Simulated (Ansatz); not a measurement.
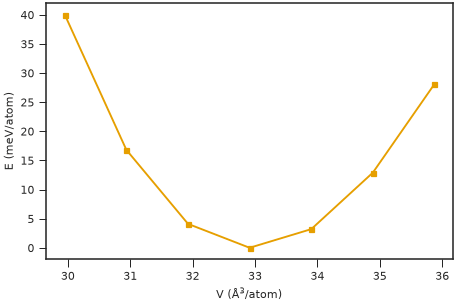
Fig. 1. SnTe (rock salt, Fm-3m) under volume change, PBE (plane waves, PAW; program Ansatz), scaled uniformly.

### Question
What does a third-order Birch–Murnaghan fit give for V₀, B₀ and B′?

### Answer
V₀ = 32.93 Å³/atom, B₀ = 40.2 GPa, B′ = 4.4.

The PBE relaxation kept the symmetry of its start. Spin–orbit coupling is left out wherever it is not named.

Potentials: the later of the program's two PAW sets.
